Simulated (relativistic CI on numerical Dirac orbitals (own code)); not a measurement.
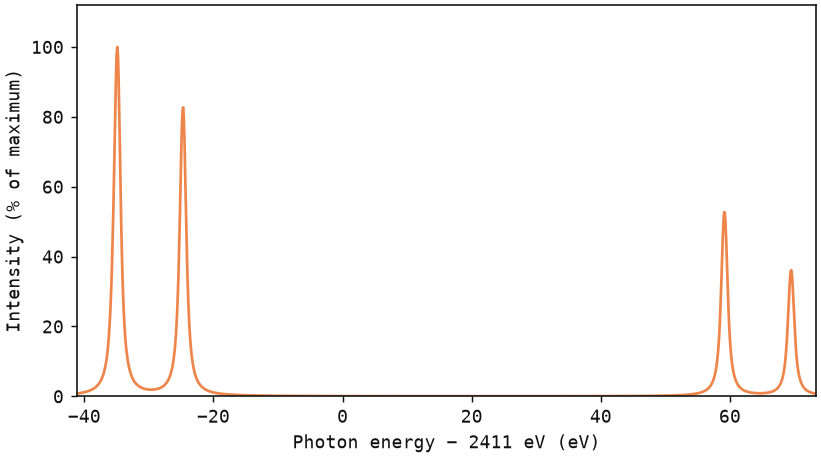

L₂,₃ X-ray absorption of Nb⁵⁺, [Kr], in a field of Oh symmetry with 10Dq = 83,500 cm⁻¹. Multiplet model: relativistic Dirac–Coulomb–Breit theory, one configuration a step, Slater integrals scaled by 0.7, 80 K, Voigt broadening (Lorentzian 0.96 eV, Gaussian 0.5 eV full widths), computed with a radial Dirac CI code.

Describe the spectrum.

Answer. The main maxima lie at 2376.1 eV (100), 2386.3 eV (83), 2470.1 eV (53) and 2480.5 eV (36), heights in % of the largest; the centroid is at 2410.8 eV. The lower edge holds 0.68 of the intensity (branching ratio, edges parted at 2428 eV), and the core spin-orbit splitting of the orbitals is 97.7 eV. The ground state has S = 0.00.

Caveat: free-ion energies, so absolute edge positions are off by a few eV from solids.
